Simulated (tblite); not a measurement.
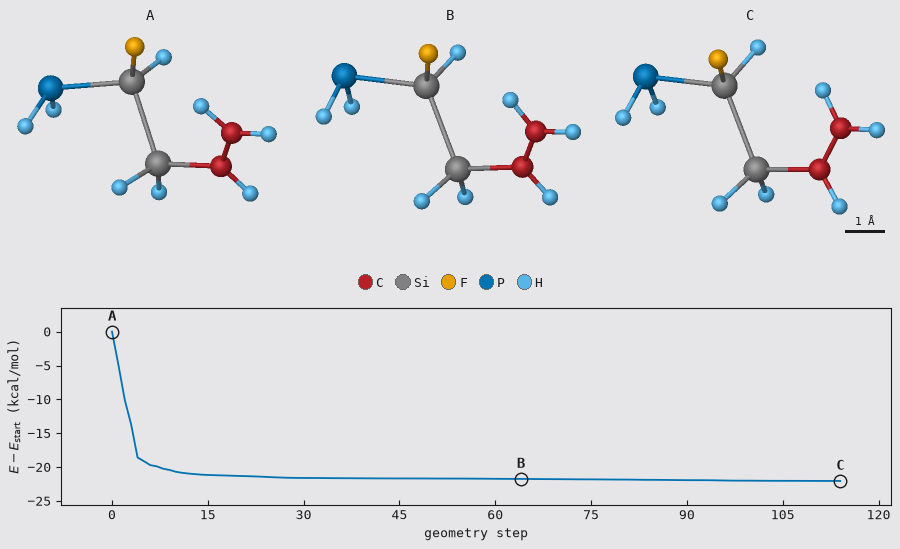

Frames of a relaxation of C$_{2}$H$_{8}$FPSi$_{2}$, marked on the history of the run. Style: ball-and-stick. Shown at a tilt.

Level of theory: GFN2-xTB geometry optimisation, gas phase (tblite 0.8.0). 

### What happens along the run?

The largest move after the best rigid fit is that of an H atom, 0.89 Å. By element the largest moves are H 0.89 Å, F 0.54 Å, C 0.36 Å, P 0.36 Å, Si 0.23 Å. Among the contacts that change: Si–Si 2.235 → 2.327 Å, H–P 1.467 → 1.385 Å, F–Si 1.705 → 1.624 Å, C–Si 1.834 → 1.884 Å. Bond angles that change, for instance: H–P–H 108.7° → 92.3°, Si–Si–P 105.0° → 118.1°, Si–P–H 105.8° → 94.0°. Groups turn about C–Si by about 35°. After 114 geometry steps the energy has fallen by 22.0 kcal/mol. Cost: 1.3 s on 1 thread of Arm Neoverse N1 (shared host). From step 0 to 64: P and H atoms move most (0.36 Å), energy −21.7 kcal/mol. From step 64 to 114: an H atom moves most (0.67 Å), energy −0.30 kcal/mol.
